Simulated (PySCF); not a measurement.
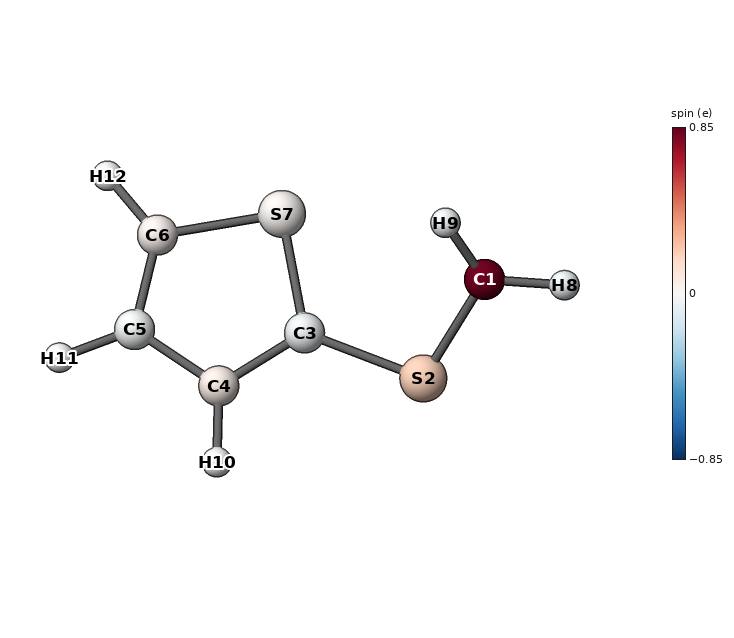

Atoms are coloured by their Mulliken spin populations. State: neutral, doublet. Computed geometry: PBE0-D3(BJ)/def2-SVP optimisation. No frequency run is at hand to confirm it as a minimum. Properties computed with UKS B3LYP, IGLO-III on C S, pcH-1 on H, non-relativistic (PySCF 2.14.0).

List the Mulliken spin populations.

```tsv
atom	value (e)
C1	0.82
S2	0.20
C3	−0.04
C4	0.05
C5	−0.02
C6	0.03
S7	0.02
H8	−0.04
H9	−0.03
H10	0.00
H11	0.00
H12	0.00
```

Mulliken values depend strongly on the basis set.
